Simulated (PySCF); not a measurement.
# C₂H₉GeNOSi: electronic excitations

Wanted: the electronic excitations of C₂H₉GeNOSi (`CC(=O)[N]([SiH3])[GeH3]`), by calculation.

Computed with PySCF 2.14.0, with density-fitted response routines of our own, on a single molecule in the gas phase. Atoms count from 0, in the outputs and in this text.

### 1 The starting structure

15 atoms, charge 0, multiplicity 1; geometry from: GFN2-xTB.

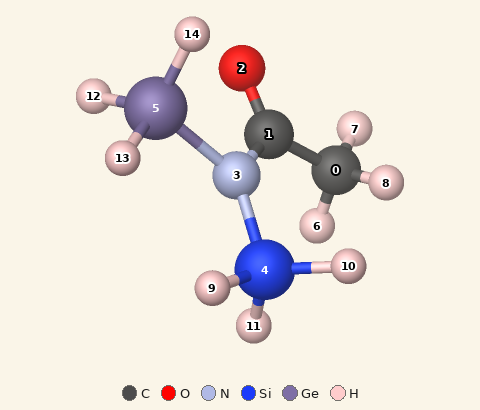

As it starts; carbon dark grey, oxygen red, nitrogen light blue, silicon blue, germanium purple, hydrogen pink, atoms numbered.

### 2 Ultraviolet spectrum: CAM-B3LYP/def2-SVPD

Job settings and geometry (Å):

```
{"job": {"kind": "uv", "xc": "CAM-B3LYP", "basis": "def2-SVPD", "nstates": 8, "ntriplets": 3}, "charge": 0, "multiplicity": 1}
C      1.960695    -0.634424    -0.275502
C      0.930485     0.452837    -0.186548
O      1.217682     1.637732    -0.319494
N     -0.354391     0.136709     0.045821
Si    -0.996527    -1.467102     0.268829
Ge    -1.267866     1.791057     0.074859
H      1.708378    -1.319253    -1.081988
H      2.933962    -0.188986    -0.465121
H      1.990469    -1.195631     0.655779
H     -2.427047    -1.289125     0.490026
H     -0.339639    -2.067270     1.434226
H     -0.729791    -2.240908    -0.947464
H     -1.173897     2.430892    -1.266383
H     -2.686604     1.350135     0.337437
H     -0.770324     2.611327     1.213610
```

With the program's defaults for keys left out, this is: TDDFT CAM-B3LYP/def2-SVPD, vertical, gas phase, core orbitals frozen in the response.

Run with:

```sh
$ OMP_NUM_THREADS=1 python probes_run.py task.json out
```

One launch serves the whole session: the jobs run in the order shown.

What will the session give for the following? lowest singlet (CAM-B3LYP/def2-SVPD); brightest single state of those computed; lowest triplet. Wanted: lowest singlet; brightest single state of those computed; lowest triplet.

As calculated:

| quantity | value |
| --- | --- |
| lowest singlet (CAM-B3LYP/def2-SVPD) | 5.73 eV (217 nm), f = 0.000 |
| brightest single state of those computed | state 4, 7.08 eV, f = 0.075 |
| lowest triplet | 5.28 eV |

The lowest singlet, at 5.73 eV, is HOMO→LUMO+2 0.81, HOMO→LUMO+5 0.12 and is dark; of the 8 states computed, the strongest absorption comes from state 4 at 7.08 eV. The lowest triplet lies 0.45 eV below the lowest singlet (triplets in Tamm-Dancoff, singlets in full TDDFT).
